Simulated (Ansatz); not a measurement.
# BF3 (boron trifluoride): CAM-B3LYP/aug-cc-pVDZ

Aim: the vertical ionisation energy of BF3 (boron trifluoride) at CAM-B3LYP/aug-cc-pVDZ, from 2 runs. 

Program for the calculation: Ansatz 0.2.0.

37 further runs of the same task are left out: 1 that didn't finish, 36 set aside as unsound or not needed.

## 1. Starting point

The species is BF3 (4 atoms), meant as a singlet with charge 0. As SMILES, `FB(F)F`. Geometry: relaxed at PBE0-D4/def2-TZVP.

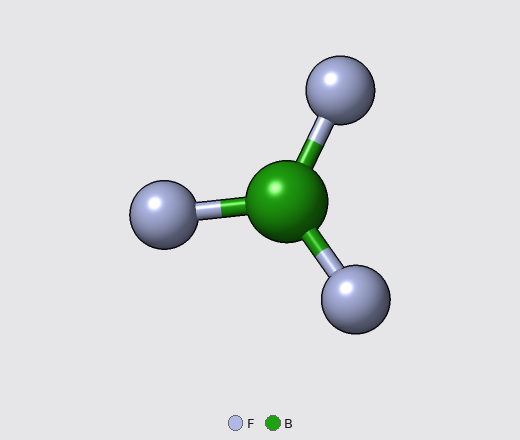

The structure, seen from a chosen angle (fluorine light blue, boron green).

## 2. The energy at CAM-B3LYP/aug-cc-pVDZ

The input, input.yaml:

```yaml
basis:
  gaussian: {orbitals: aug-cc-pVDZ}
crystal:
  periodic: [false, false, false]
  atoms:
    - {symbol: F, position_ang: [0.543870, 0.210740, 1.174280]}
    - {symbol: B, position_ang: [0.000020, -0.000000, 0.000010]}
    - {symbol: F, position_ang: [-0.265170, -1.223510, -0.389620]}
    - {symbol: F, position_ang: [-0.278730, 1.012770, -0.784660]}
accuracy: high
magnetization: {spin_polarized: false}
output: {orbitals: {seedname: orbitals}}
hamiltonian: {xc: {name: CAM-B3LYP}}
```

Run with:

```sh
$ ansatz run input.yaml --threads 1 --pin off --max-ram 3480MiB --events-out events.jsonl --progress --plain --runs-dir runs
```

The program printed:

```text
Warning: RAYON_NUM_THREADS=1 ignored (pool sized by the plan → 1); use --threads N
Functional definition: CAM-B3LYP
  name "CAM-B3LYP"
  parameter alpha = 0.19
  parameter beta = 0.46
  parameter omega = 0.33/bohr
  parameter ac = 0.81
  exchange = (1 - alpha - beta)*b88_x + beta*b88_x_sr(omega) + alpha*exact_x + beta*exact_x_lr(omega)
  correlation = (1 - ac)*vwn5_c + ac*lyp_c
1815 factors; integrals over basis functions are off by at most 3.4e-9 eV
405 factors; integrals over basis functions are off by at most 1.2e-9 eV
mean field evaluation 1: about -8827.4708 eV, gradient 4.5e1 eV
mean field evaluation 2: about -8826.5093 eV, gradient 5.4e1 eV
mean field evaluation 4: about -8830.4889 eV, gradient 7.0e-1 eV
mean field evaluation 8: about -8830.4907 eV, gradient 5.5e-3 eV
mean field evaluation 16: about -8830.4907 eV, gradient 2.7e-7 eV
mean field -8830.49073065 eV, -324.5145488297 hartree, gradient 6.2e-8 eV, S^2 0.000000; 0 other end points of the search recorded, 0 dependent functions left out
reference -8830.49075046 eV, -324.5145495580 hartree; 16, 16 occupied and 76, 76 virtual orbitals, 1815 factors
Total energy: -8830.49075046 eV, -324.5145495580 hartree
```

Run time: 4.8 s. Hardware: 1 thread of Arm Neoverse V2, shared host; peak memory 0.29 GiB.

## 3. The doublet cation

The input, in.yaml:

```yaml
crystal:
  periodic: [false, false, false]
  atoms:
    - {symbol: F, position_ang: [0.543870, 0.210740, 1.174280]}
    - {symbol: B, position_ang: [0.000020, -0.000000, 0.000010]}
    - {symbol: F, position_ang: [-0.265170, -1.223510, -0.389620]}
    - {symbol: F, position_ang: [-0.278730, 1.012770, -0.784660]}
basis:
  gaussian:
    orbitals: aug-cc-pVDZ
total_charge: 1
magnetization:
  spin_polarized: true
  initial_magnetization: 1
hamiltonian:
  xc: {name: CAM-B3LYP}
accuracy: high
output:
  orbitals: {seedname: orbitals}
```

Run with:

```sh
$ ansatz run in.yaml --threads 1 --pin off --max-ram 3480MiB --events-out events.jsonl --progress --plain --runs-dir runs
```

The program printed (excerpt; [...] marks lines left out):

```text
Warning: RAYON_NUM_THREADS=1 ignored (pool sized by the plan → 1); use --threads N
[... 2 set-up lines as earlier in the session ...]
[...]
1815 factors; integrals over basis functions are off by at most 3.4e-9 eV
405 factors; integrals over basis functions are off by at most 1.2e-9 eV
[...]
mean field -8814.85623433 eV, -323.9399916876 hartree, gradient 5.1e-8 eV, S^2 0.756697; 2 other end points of the search recorded, 0 dependent functions left out
reference -8814.85625397 eV, -323.9399924091 hartree; 16, 15 occupied and 76, 77 virtual orbitals, 1815 factors
Total energy: -8814.85625397 eV, -323.9399924091 hartree
```

Wall time 10 s (1 thread of Arm Neoverse V2, shared host); peak memory 0.39 GiB.

## 4. What came out

At CAM-B3LYP/aug-cc-pVDZ:

| quantity | value |
| --- | --- |
| singlet BF3: total energy | -324.51455 Eh |
| singlet BF3: HOMO energy | -13.87 eV |
| singlet BF3: LUMO energy | 0.28 eV |
| singlet BF3: HOMO–LUMO gap | 14.15 eV |
| doublet cation: total energy | -323.93999 Eh |
| doublet cation: HOMO energy (highest over α and β) | -22.83 eV |
| doublet cation: LUMO energy (lowest over α and β) | -17.44 eV |
| doublet cation: ⟨S²⟩ | 0.757 |
| vertical ionisation energy (to the doublet cation) | 15.634 eV |

The vertical ionisation energy comes to 15.63 eV (1508 kJ/mol). The negative HOMO energy of the first species, 13.87 eV, lies 1.76 eV below that difference.
